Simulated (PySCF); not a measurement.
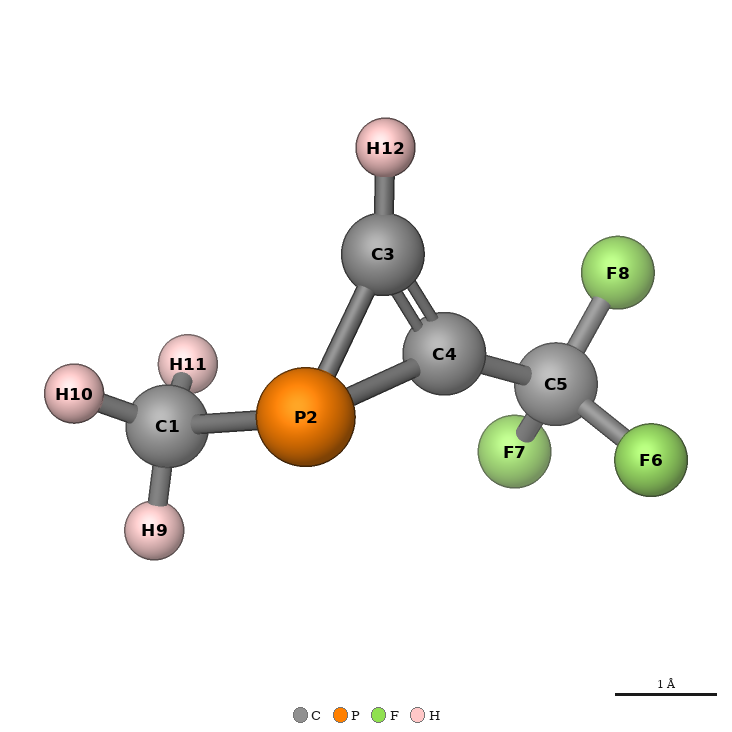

Orthographic view. Distant atoms are faded towards the background colour. Computed geometry: GFN2-xTB optimisation. No frequency run is at hand to confirm it as a minimum.

Write a Z-matrix (Å, degrees) in the order of the atom numbers, with these reference atoms: 2 to 1; 3 to 2, 1; 4 to 3, 2, 1; 5 to 4, 3, 2; 6 to 5, 4, 3; 7 to 5, 6, 4; 8 to 5, 6, 7; 9 to 1, 2, 4; 10 to 1, 9, 2; 11 to 1, 10, 9; 12 to 3, 4, 5.

```
C  
P    1   1.863
C    2   1.846   1   101.1
C    3   1.313   2    69.0   1   -94.1
C    4   1.471   3   142.7   2  -179.1
F    5   1.343   4   112.3   3   116.6
F    5   1.345   6   106.5   4  -123.1
F    5   1.346   6   106.5   7  -113.3
H    1   1.089   2   109.2   4   101.8
H    1   1.089   9   107.9   2  -118.3
H    1   1.088  10   109.5   9   119.0
H    3   1.068   4   142.1   5    -0.3
```
